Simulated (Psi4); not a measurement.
# wB97M-V/cc-pVTZ run of NO2F (nitryl fluoride)

Aim: the energy change on altering one bond length of NO2F (nitryl fluoride) at wB97M-V/cc-pVTZ, from 2 runs. 

Program for the calculation: Psi4 1.11.

2 further runs of the same task are left out: 2 set aside as unsound or not needed.

## (1) Starting point

NO2F: 4 atoms, total charge 0, spin state singlet. As SMILES, `O=[N+]([O-])F`. The coordinates come from a PBE0-D4/def2-TZVP relaxation.

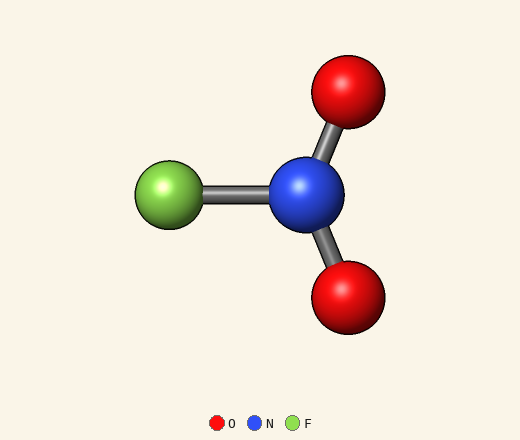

Viewed from a chosen angle; oxygen red, nitrogen blue, fluorine green.

## (2) A single-point energy at wB97M-V/cc-pVTZ

fno2.xyz reads:

```xyz
4
FNO2
O      0.188290     0.469930     1.120250
N      0.079720    -0.071800     0.089140
O      0.476580    -1.068680    -0.376880
F     -0.744590     0.670550    -0.832510
```

calc.py reads:

```python
import psi4

psi4.set_memory('2200 MB')
psi4.set_num_threads(1)
psi4.core.set_output_file('run.log', False)

with open('fno2.xyz') as f:
    atoms = ''.join(f.readlines()[2:])
m = psi4.geometry('0 1\n' + atoms + 'symmetry c1\nno_reorient\nno_com')

options = {'basis': 'cc-pVTZ', 'reference': 'rks', 'puream': True, 'e_convergence': 1e-09, 'd_convergence': 1e-08, 'scf_type': 'pk', 'dft_radial_points': 99, 'dft_spherical_points': 590}
psi4.set_options(options)

result, w = psi4.energy("wb97m-v", return_wfn=True)
print(f'wb97m-v energy: {result:.10f} Eh')
```

Command:

```console
$ python calc.py
```

run.log:

```text
[...]
  Running in c1 symmetry.
[...]
  Nuclear repulsion =  124.476506262533732
[...]
  Multiplicity = 1
[...]
  Nalpha       = 16
  Nbeta        = 16
[...]
    Number of basis functions: 120
[...]
   @RKS iter   1:  -304.71951245604987   -8.21014e-02   6.75208e-03 DIIS/ADIIS
[...]
   @RKS iter  12:  -304.93266013521855   -8.01492e-12   5.55893e-09 DIIS
[...]
    Orbital Energies [Eh]
    ---------------------
    Doubly Occupied:
       1A    -24.951900     2A    -19.444641     3A    -19.444611
       4A    -14.864278     5A     -1.495044     6A     -1.340689
       7A     -1.305396     8A     -0.836274     9A     -0.749150
      10A     -0.744888    11A     -0.704598    12A     -0.575987
      13A     -0.555613    14A     -0.509373    15A     -0.488258
      16A     -0.468984
[...]
  @RKS Final Energy:  -304.93266013521855
   => Energetics <=
    Nuclear Repulsion Energy =            124.4765062625337322
    One-Electron Energy =                -666.0495571914825632
    Two-Electron Energy =                 261.7057677048230175
    DFT Exchange-Correlation Energy =     -25.1971112074700478
    Empirical Dispersion Energy =           0.0000000000000000
    VV10 Nonlocal Energy =                  0.1317342963773680
    Total Energy =                       -304.9326601352185548
[...]
 Multipole Moments:
 ------------------------------------------------------------------------------------
     Multipole            Electronic (a.u.)      Nuclear  (a.u.)        Total (a.u.)
 ------------------------------------------------------------------------------------
 L = 1.  Multiply by 2.5417464519 to convert [e a0] to [Debye]
 Dipole X            :          1.6143480           -1.5577201            0.0566278
 Dipole Y            :         -1.4538447            1.4028382           -0.0510065
 Dipole Z            :          1.8049847           -1.7416661            0.0633186
 Magnitude           :                                                    0.0990839
[...]
```

Standard output:

```text
wb97m-v energy: -304.9326601352 Eh
```

It took 92 s on 1 thread of Intel Xeon Platinum 8259CL at 2.50GHz (Skylake/Cascade Lake), shared host; peak memory 0.98 GiB.

## (3) The distorted shape at the same level

job.json reads:

```json
{
  "schema_name": "qcschema_input",
  "schema_version": 1,
  "molecule": {
    "schema_name": "qcschema_molecule",
    "schema_version": 2,
    "symbols": ["O", "N", "O", "F"],
    "geometry": [0.58952085, 0.67757264, 2.37826757, 0.38435329, -0.34614869, 0.42975207, 1.13431, -2.22997887, -0.4508981, -1.40707118, 1.26715585, -1.5732159],
    "molecular_charge": 0,
    "molecular_multiplicity": 1,
    "fix_symmetry": "c1"
  },
  "driver": "energy",
  "model": {
    "method": "wb97m-v",
    "basis": "cc-pVTZ"
  },
  "keywords": {
    "reference": "rks",
    "puream": true,
    "e_convergence": 1e-09,
    "d_convergence": 1e-08,
    "scf_type": "pk",
    "dft_radial_points": 99,
    "dft_spherical_points": 590
  }
}
```

Command:

```console
$ psi4 --qcschema job.json -n 1 --memory 2200MB
```

stdout:

```text
[...]
  Running in c1 symmetry.
[...]
  Nuclear repulsion =  118.641498282429524
[...]
  Multiplicity = 1
[...]
  Nalpha       = 16
  Nbeta        = 16
[...]
    Number of basis functions: 120
[...]
   @RKS iter   1:  -304.69767260507149   -3.00654e-01   6.70770e-03 DIIS/ADIIS
[...]
   @RKS iter  13:  -304.91875808759215   -1.53477e-12   1.19157e-09 DIIS
[...]
    Orbital Energies [Eh]
    ---------------------
    Doubly Occupied:
       1A    -24.902354     2A    -19.475411     3A    -19.475378
       4A    -14.867712     5A     -1.483909     6A     -1.321388
       7A     -1.279216     8A     -0.827153     9A     -0.747251
      10A     -0.747019    11A     -0.718634    12A     -0.534522
      13A     -0.511864    14A     -0.509257    15A     -0.495942
      16A     -0.481857
[...]
  @RKS Final Energy:  -304.91875808759215
   => Energetics <=
    Nuclear Repulsion Energy =            118.6414982824295237
    One-Electron Energy =                -654.5917055602949404
    Two-Electron Energy =                 256.0306993317533966
    DFT Exchange-Correlation Energy =     -25.1315102026931072
    Empirical Dispersion Energy =           0.0000000000000000
    VV10 Nonlocal Energy =                  0.1322600612129683
    Total Energy =                       -304.9187580875921526
[...]
 Multipole Moments:
 ------------------------------------------------------------------------------------
     Multipole            Electronic (a.u.)      Nuclear  (a.u.)        Total (a.u.)
 ------------------------------------------------------------------------------------
 L = 1.  Multiply by 2.5417464519 to convert [e a0] to [Debye]
 Dipole X            :         -0.4126819            0.7536606            0.3409787
 Dipole Y            :          0.3716369           -0.6787187           -0.3070818
 Dipole Z            :         -0.4614073            0.8426521            0.3812448
 Magnitude           :                                                    0.5965847
[...]
```

The result, in JSON:

```text
{
 "driver": "energy",
 "model": {
  "method": "wb97m-v",
  "basis": "cc-pVTZ"
 },
 "success": true,
 "return_result": -304.91875808759215,
 "properties": {
  "calcinfo_nbasis": 120,
  "calcinfo_nmo": 120,
  "calcinfo_nalpha": 16,
  "calcinfo_nbeta": 16,
  "calcinfo_natom": 4,
  "nuclear_repulsion_energy": 118.64149828242952,
  "return_energy": -304.91875808759215,
  "scf_one_electron_energy": -654.5917055602949,
  "scf_two_electron_energy": 256.0306993317534,
  "scf_vv10_energy": 0.13226006121296832,
  "scf_xc_energy": -25.131510202693107,
  "scf_dipole_moment": [0.34097867570942586, -0.30708180311587907, 0.38124480434242636],
  "scf_total_energy": -304.91875808759215,
  "scf_iterations": 13
 }
}
```

It took 97 s on 1 thread of Intel Xeon Platinum 8259CL at 2.50GHz (Skylake/Cascade Lake), shared host; peak memory 0.99 GiB.

## (4) What came out

Level: wB97M-V/cc-pVTZ.

| quantity | value |
| --- | --- |
| first shape: total energy | -304.93266 Eh |
| first shape: dipole moment | 0.25 D |
| first shape: HOMO energy | -12.76 eV |
| first shape: LUMO energy | 0.10 eV |
| first shape: HOMO–LUMO gap | 12.86 eV |
| distorted shape: total energy | -304.91876 Eh |
| distorted shape: dipole moment | 1.52 D |
| distorted shape: HOMO energy | -13.11 eV |
| distorted shape: LUMO energy | -0.61 eV |
| distorted shape: HOMO–LUMO gap | 12.50 eV |
| energy change with the N2–F4 bond stretched from 1.442 to 1.659 Å | 0.378 eV |

With the N2–F4 bond stretched from 1.442 to 1.659 Å the energy rises by 0.38 eV (8.7 kcal/mol). The first shape isn't relaxed at this level, so the change isn't measured from a minimum.
